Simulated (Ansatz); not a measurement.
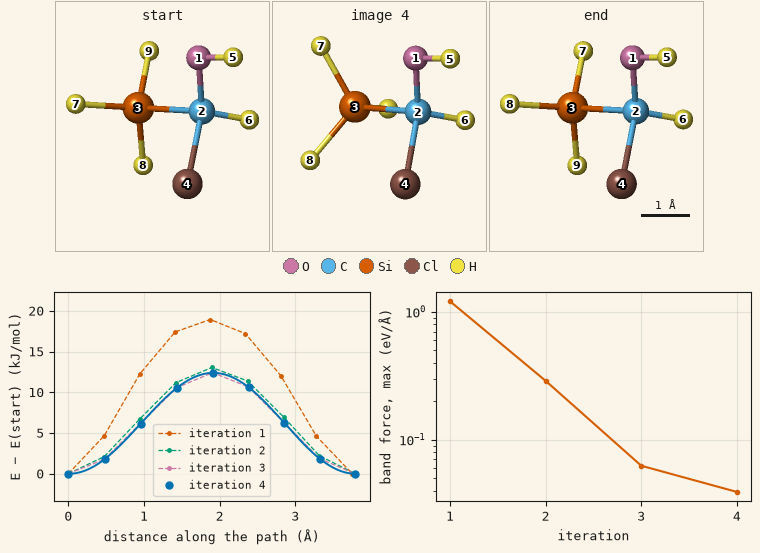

A search for the minimum-energy path of CH5ClOSi by the nudged elastic band. Images are numbered from 0 (start) to 8 (end). The plot follows the band through its iterations. A ball-and-stick model, seen from a free direction.

Computed with RKS B3LYP/def2-SVP (Ansatz). Settings: 7 movable images; climbing image; force threshold 0.05 eV/Å; iteration limit 49; starting path by image-dependent pair potential.

How did the profile develop, and is the result final?

Answer. The result is final at these settings. The band converged in 4 iterations. The largest component of the band force went from 1.2 to 0.039 eV/Å. The climbing image converged on the top of the path. Its vibrational analysis gives one imaginary mode (166i cm⁻¹), as a transition state must have. The first iteration put the highest image at 18.9 kJ/mol. The two ends have the same energy, and the highest point, image 4, lies 12.4 kJ/mol above the start.
